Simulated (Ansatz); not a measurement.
**Run report: C2H8AlBO, geometry relaxation (part 1 of 2)**

The run: geometry relaxation of C2H8AlBO. Method and program: RKS PBE-D4/def2-SVP (Ansatz 0.2.0).

The geometry: force-field start. Figures and captions count atoms from 1; the log counts them from 0 in places.

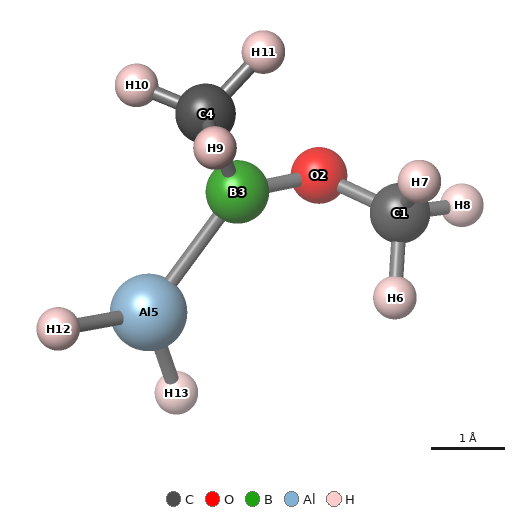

**Figure 1.** The starting structure (ball-and-stick view, seen at a tilt; atoms are numbered from 1 in the order of the input). Sticks mark near contacts. Bond lengths as drawn: Al–B 2.08 Å, Al–H 1.61 to 1.65 Å, B–C 1.66 Å, B–O 1.45 Å, C–H 1.05 to 1.17 Å and C–O 1.38 Å.

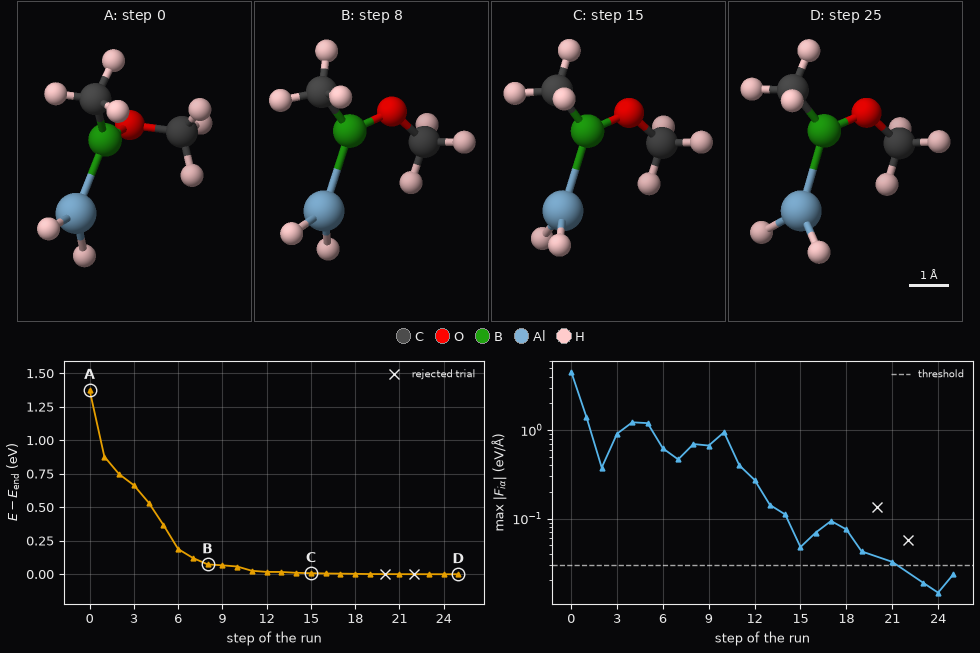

**Figure 2.** Frames of the relaxation (ball-and-stick view, seen at a tilt) above the curves, on which the letters mark them (the first geometry is step 0 here and step 1 in the log).

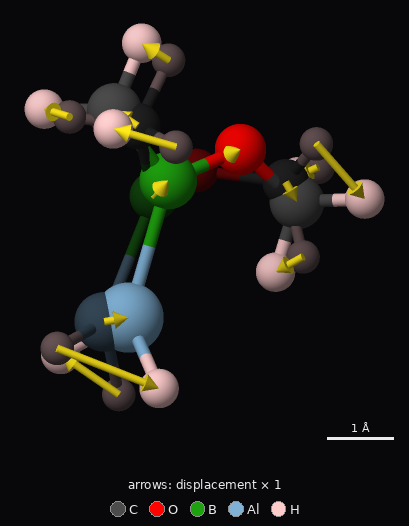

**Figure 3.** Start (faint) and end (solid) with the displacements as yellow arrows, at true length (ball-and-stick view, seen at a tilt). The two geometries are laid on each other by the best rigid fit. After 25 geometry steps the energy has fallen by 1.376 eV. The largest force component goes from 4.6 to 0.024 eV/Å. The line search rejected the trial steps at points 20, 22 (counted from 0) and went back. The atom that moves furthest after the best rigid fit is H12 (1.69 Å). Largest moves by element: H 1.69 Å, O 1.18 Å, B 0.47 Å, C 0.43 Å, Al 0.38 Å. Among the contacts that change: B3–Al5 2.078 → 2.172 Å, O2–B3 1.447 → 1.367 Å, B3–C4 1.659 → 1.582 Å, C4–H11 1.172 → 1.110 Å. Among the angles that change: C1–O2–B3 107.5° → 124.4°, H9–C4–H10 116.3° → 105.4°, B3–C4–H11 104.0° → 112.7°. (Atoms are counted from 1 in the order of the input.)

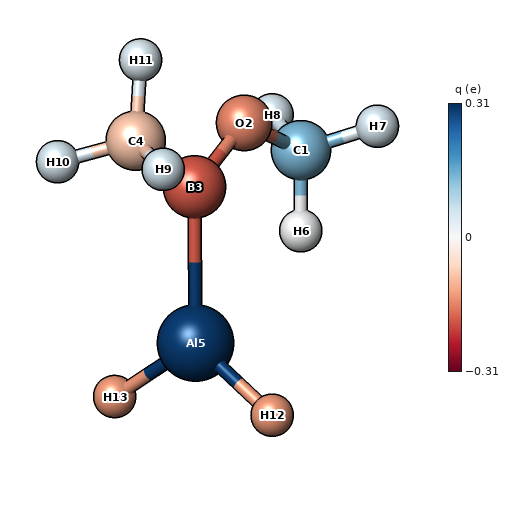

**Figure 4.** Mulliken charges, as the colour of each atom (ball-and-stick view, seen at a tilt; atoms are numbered from 1 in the order of the input). By element: C −0.09 to +0.14, O −0.15, B −0.19, Al +0.29 and H −0.13 to +0.05 e.

These pictures come from the run below.

### Input file
```yaml
crystal:
  periodic: [false, false, false]
  atoms:
    - {symbol: C, position_ang: [-1.745200, 0.099600, 0.840700]}
    - {symbol: O, position_ang: [-1.279900, -0.526700, -0.298100]}
    - {symbol: B, position_ang: [0.137900, -0.256300, -0.395400]}
    - {symbol: C, position_ang: [1.280400, -1.225300, 0.318400]}
    - {symbol: Al, position_ang: [0.869500, 1.326500, -1.526200]}
    - {symbol: H, position_ang: [-1.674300, 1.265200, 0.740900]}
    - {symbol: H, position_ang: [-1.309700, -0.226200, 1.778600]}
    - {symbol: H, position_ang: [-2.843400, -0.045200, 0.882000]}
    - {symbol: H, position_ang: [1.813000, -0.650700, 1.102100]}
    - {symbol: H, position_ang: [1.880700, -1.676500, -0.418700]}
    - {symbol: H, position_ang: [0.651100, -2.049100, 0.865000]}
    - {symbol: H, position_ang: [2.457300, 1.602900, -1.613400]}
    - {symbol: H, position_ang: [-0.216900, 2.327000, -2.261100]}
basis:
  gaussian: {orbitals: def2-SVP}
hamiltonian: {xc: pbe, dispersion: d4}
relax: {f_tol: 0.03, max_steps: 200}
```

Command:
```bash
ansatz run in.yaml --threads 4 --pin off --events-out ev --progress --plain --max-ram 10444MiB
```

### Log
```
Functional definition: PBE
  name "PBE"
  cite "Perdew, Burke & Ernzerhof, Phys. Rev. Lett. 77, 3865 (1996) doi:10.1103/PhysRevLett.77.3865"
  parent pbe
  parameter kappa = 0.804
  parameter beta = 0.06672455060314922
  exchange = pbe_x(kappa = kappa, mu = beta*pi^2/3)
  correlation = pbe_c(beta = beta)
1270 factors; their error is unknown
mean field evaluation 1: about -11496.5101 eV, gradient 6.7e1 eV
mean field evaluation 2: about -11440.7795 eV, gradient 1.5e2 eV
mean field evaluation 4: about -11507.2012 eV, gradient 8.1e0 eV
mean field evaluation 8: about -11507.4412 eV, gradient 2.5e-1 eV
mean field evaluation 16: about -11507.3910 eV, gradient 9.3e-5 eV
mean field -11507.39103690 eV, -422.8888206163 hartree, gradient 6.7e-5 eV, S^2 0.000000; 0 other end points of the search recorded, 0 dependent functions left out
the calculation of the forces begins
reference -11507.39108059 eV, -422.8888222218 hartree; 23, 23 occupied and 91, 91 virtual orbitals, 1270 factors
relax step   1: F+E_penalty+E_count = -11507.62923070 eV  Δ(F+E_penalty+E_count) = +0.000e0 eV  max|allowed force component| = 4.592e0 eV/Å  Δτ_max = 0.0000 Å  (28 SCF iters, accepted)
these checks for a lower state are left out or cut short: starts, cluster_reference, orbital_swaps, neighbouring_geometries, increment
1270 factors; their error is unknown
mean field -11507.89132871 eV, -422.9072060012 hartree, gradient 7.3e-6 eV, S^2 0.000000; 0 other end points of the search recorded, 0 dependent functions left out
[... from here on the field's lines of each further geometry are left out, up to the last ...]
relax step   2: F+E_penalty+E_count = -11508.12690437 eV  Δ(F+E_penalty+E_count) = -4.977e-1 eV  max|allowed force component| = 1.406e0 eV/Å  Δτ_max = 0.1948 Å  (30 SCF iters, accepted)
relax step   3: F+E_penalty+E_count = -11508.25754403 eV  Δ(F+E_penalty+E_count) = -1.306e-1 eV  max|allowed force component| = 3.772e-1 eV/Å  Δτ_max = 0.1008 Å  (27 SCF iters, accepted)
relax step   4: F+E_penalty+E_count = -11508.34020450 eV  Δ(F+E_penalty+E_count) = -8.266e-2 eV  max|allowed force component| = 9.101e-1 eV/Å  Δτ_max = 0.1955 Å  (28 SCF iters, accepted)
relax step   5: F+E_penalty+E_count = -11508.46989092 eV  Δ(F+E_penalty+E_count) = -1.297e-1 eV  max|allowed force component| = 1.226e0 eV/Å  Δτ_max = 0.1954 Å  (34 SCF iters, accepted)
relax step   6: F+E_penalty+E_count = -11508.63614327 eV  Δ(F+E_penalty+E_count) = -1.663e-1 eV  max|allowed force component| = 1.200e0 eV/Å  Δτ_max = 0.1945 Å  (34 SCF iters, accepted)
relax step   7: F+E_penalty+E_count = -11508.81658600 eV  Δ(F+E_penalty+E_count) = -1.804e-1 eV  max|allowed force component| = 6.220e-1 eV/Å  Δτ_max = 0.1997 Å  (29 SCF iters, accepted)
relax step   8: F+E_penalty+E_count = -11508.88343236 eV  Δ(F+E_penalty+E_count) = -6.685e-2 eV  max|allowed force component| = 4.665e-1 eV/Å  Δτ_max = 0.1999 Å  (29 SCF iters, accepted)
relax step   9: F+E_penalty+E_count = -11508.93156179 eV  Δ(F+E_penalty+E_count) = -4.813e-2 eV  max|allowed force component| = 6.961e-1 eV/Å  Δτ_max = 0.1943 Å  (34 SCF iters, accepted)
relax step  10: F+E_penalty+E_count = -11508.93858139 eV  Δ(F+E_penalty+E_count) = -7.020e-3 eV  max|allowed force component| = 6.694e-1 eV/Å  Δτ_max = 0.1997 Å  (29 SCF iters, accepted)
relax step  11: F+E_penalty+E_count = -11508.94731949 eV  Δ(F+E_penalty+E_count) = -8.738e-3 eV  max|allowed force component| = 9.468e-1 eV/Å  Δτ_max = 0.2000 Å  (29 SCF iters, accepted)
relax step  12: F+E_penalty+E_count = -11508.97927844 eV  Δ(F+E_penalty+E_count) = -3.196e-2 eV  max|allowed force component| = 3.999e-1 eV/Å  Δτ_max = 0.2000 Å  (30 SCF iters, accepted)
relax step  13: F+E_penalty+E_count = -11508.98761957 eV  Δ(F+E_penalty+E_count) = -8.341e-3 eV  max|allowed force component| = 2.735e-1 eV/Å  Δτ_max = 0.0900 Å  (29 SCF iters, accepted)
relax step  14: F+E_penalty+E_count = -11508.98809114 eV  Δ(F+E_penalty+E_count) = -4.716e-4 eV  max|allowed force component| = 1.428e-1 eV/Å  Δτ_max = 0.1268 Å  (29 SCF iters, accepted)
relax step  15: F+E_penalty+E_count = -11508.99430946 eV  Δ(F+E_penalty+E_count) = -6.218e-3 eV  max|allowed force component| = 1.114e-1 eV/Å  Δτ_max = 0.0722 Å  (30 SCF iters, accepted)
relax step  16: F+E_penalty+E_count = -11508.99734014 eV  Δ(F+E_penalty+E_count) = -3.031e-3 eV  max|allowed force component| = 4.770e-2 eV/Å  Δτ_max = 0.0756 Å  (29 SCF iters, accepted)
relax step  17: F+E_penalty+E_count = -11508.99951259 eV  Δ(F+E_penalty+E_count) = -2.172e-3 eV  max|allowed force component| = 6.960e-2 eV/Å  Δτ_max = 0.1368 Å  (28 SCF iters, accepted)
relax step  18: F+E_penalty+E_count = -11509.00063468 eV  Δ(F+E_penalty+E_count) = -1.122e-3 eV  max|allowed force component| = 9.406e-2 eV/Å  Δτ_max = 0.1054 Å  (28 SCF iters, accepted)
relax step  19: F+E_penalty+E_count = -11509.00196885 eV  Δ(F+E_penalty+E_count) = -1.334e-3 eV  max|allowed force component| = 7.542e-2 eV/Å  Δτ_max = 0.0445 Å  (28 SCF iters, accepted)
relax step  20: F+E_penalty+E_count = -11509.00364867 eV  Δ(F+E_penalty+E_count) = -1.680e-3 eV  max|allowed force component| = 4.259e-2 eV/Å  Δτ_max = 0.1085 Å  (28 SCF iters, accepted)
relax step  21: F+E_penalty+E_count = -11509.00177748 eV  Δ(F+E_penalty+E_count) = +1.871e-3 eV  max|allowed force component| = 1.343e-1 eV/Å  Δτ_max = 0.1663 Å  (29 SCF iters, rejected (line search))
relax step  22: F+E_penalty+E_count = -11509.00444861 eV  Δ(F+E_penalty+E_count) = -7.999e-4 eV  max|allowed force component| = 3.245e-2 eV/Å  Δτ_max = 0.0813 Å  (28 SCF iters, accepted)
relax step  23: F+E_penalty+E_count = -11509.00436064 eV  Δ(F+E_penalty+E_count) = +8.796e-5 eV  max|allowed force component| = 5.739e-2 eV/Å  Δτ_max = 0.0977 Å  (29 SCF iters, rejected (line search))
relax step  24: F+E_penalty+E_count = -11509.00479335 eV  Δ(F+E_penalty+E_count) = -3.447e-4 eV  max|allowed force component| = 1.895e-2 eV/Å  Δτ_max = 0.0474 Å  (28 SCF iters, accepted)
relax step  25: F+E_penalty+E_count = -11509.00500075 eV  Δ(F+E_penalty+E_count) = -2.074e-4 eV  max|allowed force component| = 1.455e-2 eV/Å  Δτ_max = 0.0486 Å  (29 SCF iters, accepted)
the calculation of the forces begins
reference -11508.77340253 eV, -422.9396216161 hartree; 23, 23 occupied and 91, 91 virtual orbitals, 1270 factors
relax step  26: F+E_penalty+E_count = -11509.00508562 eV  Δ(F+E_penalty+E_count) = -8.486e-5 eV  max|allowed force component| = 2.351e-2 eV/Å  Δτ_max = 0.0660 Å  (29 SCF iters, accepted)
1270 factors; their error is unknown
mean field -11508.77335752 eV, -422.9396199623 hartree, gradient 1.2e-5 eV, S^2 0.000000; 1 other end points of the search recorded, 0 dependent functions left out
the calculation of the forces begins
reference -11508.77340253 eV, -422.9396216161 hartree; 23, 23 occupied and 91, 91 virtual orbitals, 1270 factors
Total energy: -11509.00513062 eV, -422.9481374664 hartree
Atom 0 at    -1.828988     0.449698     0.875620 Å, force     0.006258    -0.006640    -0.001256 eV/Å
Atom 1 at    -0.803724    -0.516006     0.783323 Å, force    -0.002206     0.011289    -0.008120 eV/Å
Atom 2 at     0.317680    -0.379538     0.013828 Å, force    -0.008480    -0.003423     0.012188 eV/Å
Atom 3 at     1.343357    -1.582691     0.063869 Å, force     0.006798    -0.001569    -0.002636 eV/Å
Atom 4 at     0.692060     1.377067    -1.207057 Å, force     0.015217     0.019119    -0.011207 eV/Å
Atom 5 at    -1.615031     1.347251     0.243004 Å, force    -0.001068    -0.002289     0.002264 eV/Å
Atom 6 at    -1.938441     0.782664     1.928677 Å, force    -0.000443    -0.000064    -0.000114 eV/Å
Atom 7 at    -2.791758     0.009293     0.542531 Å, force    -0.000050     0.000055     0.001450 eV/Å
Atom 8 at     2.329654    -1.235535     0.445333 Å, force    -0.006144    -0.004121    -0.003536 eV/Å
Atom 9 at     1.544798    -1.980799    -0.955162 Å, force    -0.001746     0.001899     0.008138 eV/Å
Atom 10 at     0.993849    -2.417541     0.706914 Å, force     0.003249     0.004249    -0.003844 eV/Å
Atom 11 at     1.554312     2.637976    -0.674891 Å, force    -0.019835    -0.023511    -0.015009 eV/Å
Atom 12 at     0.222734     1.473361    -2.751188 Å, force     0.008450     0.005006     0.021681 eV/Å
Dipole moment:    -0.241535    -0.065059     0.190195 e Å
```

### Trajectory as extended XYZ (Å, eV, eV/Å), 17 of the 26 frames kept, from step=1 to step=26
```
13
Properties=species:S:1:pos:R:3:forces:R:3 step=1 energy=-11507.62923
C    -1.7452    0.0996    0.8407   -1.7928   2.3847  -0.4669
O    -1.2799   -0.5267   -0.2981    2.6879  -0.3974  -0.5727
B     0.1379   -0.2563   -0.3954   -0.2496  -1.8115   0.5338
C     1.2804   -1.2253    0.3184   -4.5917   0.2605   1.9087
Al    0.8695    1.3265   -1.5262   -0.2406   1.2230  -0.6623
H    -1.6743    1.2652    0.7409    0.2601  -1.1537   0.3802
H    -1.3097   -0.2262    1.7786    0.5235  -0.2859   0.8282
H    -2.8434   -0.0452    0.8820   -0.0923  -0.2280   0.2386
H     1.8130   -0.6507    1.1021    0.4130  -0.0170  -0.2322
H     1.8807   -1.6765   -0.4187    1.5581  -0.7238  -1.2690
H     0.6511   -2.0491    0.8650    1.1353   0.8395  -0.6384
H     2.4573    1.6029   -1.6134   -0.0496   0.0386  -0.0997
H    -0.2169    2.3270   -2.2611    0.4387  -0.1289   0.0515
13
Properties=species:S:1:pos:R:3:forces:R:3 step=3 energy=-11508.25754
C    -1.8032    0.1402    0.8433   -0.2233  -0.0335   0.0570
O    -1.1924   -0.5749   -0.2188    0.3772   0.3252   0.3683
B     0.1742   -0.3213   -0.3640   -0.2375  -0.2665   0.0178
C     1.1908   -1.2998    0.3460    0.1311   0.0246  -0.3609
Al    0.8510    1.4140   -1.5477    0.0602  -0.0312   0.0616
H    -1.6828    1.2474    0.7420   -0.0180   0.0106  -0.1068
H    -1.3717   -0.1341    1.8395   -0.0639  -0.0435  -0.1254
H    -2.8896   -0.0907    0.8680    0.0970   0.0044  -0.0638
H     1.8104   -0.7077    1.0603    0.0439  -0.0170  -0.0739
H     1.9160   -1.7214   -0.3941   -0.0275   0.1099   0.1725
H     0.7128   -2.1356    0.8897   -0.0840  -0.0734   0.0544
H     2.4276    1.7183   -1.7209    0.0049  -0.0033  -0.0079
H    -0.1226    2.4308   -2.3286   -0.0601  -0.0061   0.0072
13
Properties=species:S:1:pos:R:3:forces:R:3 step=4 energy=-11508.34021
C    -1.8612    0.2038    0.8401    0.1035  -0.3537  -0.1293
O    -1.1609   -0.6106   -0.1106   -0.0789   0.3260   0.9101
B     0.1858   -0.3603   -0.3039   -0.0465   0.2506  -0.1815
C     1.2404   -1.3442    0.3070    0.6072  -0.1521  -0.4779
Al    0.8449    1.3981   -1.4872   -0.0039  -0.0881   0.1788
H    -1.7541    1.2943    0.6310    0.0260   0.0283  -0.0979
H    -1.4810    0.0213    1.8858   -0.1509   0.0428  -0.4123
H    -2.9380   -0.0638    0.8171    0.0779   0.0219  -0.0601
H     1.9019   -0.7610    0.9947   -0.1383   0.0108  -0.0099
H     1.9692   -1.7165   -0.4639   -0.2350   0.0772   0.1983
H     0.8155   -2.2040    0.8492   -0.1029  -0.1896   0.1242
H     2.4168    1.7134   -1.6909   -0.0064  -0.0036  -0.0149
H    -0.1588    2.3949   -2.2536   -0.0518   0.0294  -0.0278
```
